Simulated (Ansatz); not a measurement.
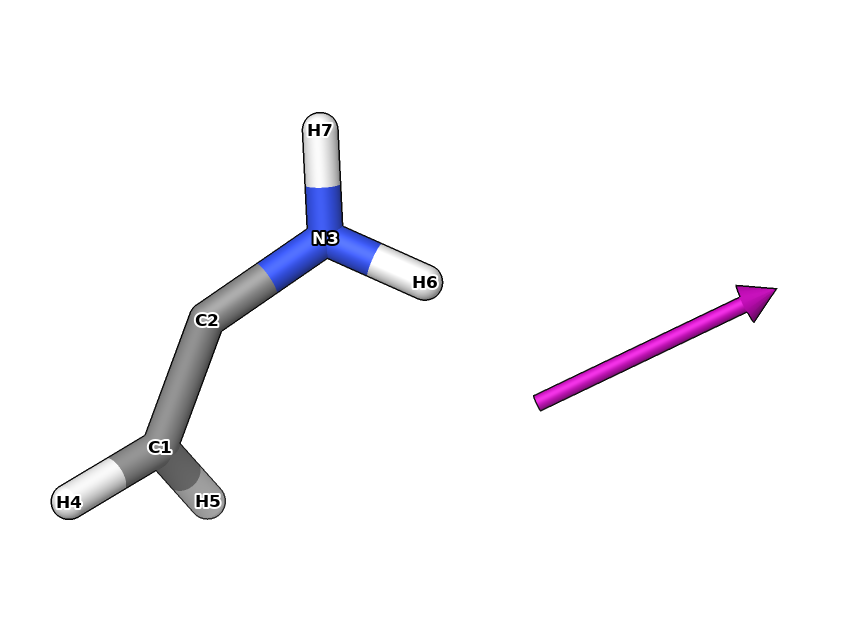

The arrow beside the molecule shows the direction of the dipole moment, from the negative to the positive end (its length means nothing). Charge 0, doublet. The computed structure is the end point of a PBE0-D4/def2-TZVP optimisation. No frequency run is at hand to confirm it as a minimum. Method: UKS PBE0-D4/def2-TZVP (Ansatz 0.2.0).

How large is the dipole moment?

Answer. 2.04 D; it points from the side of H4 to the side of H6 (the outermost atoms at the two ends).
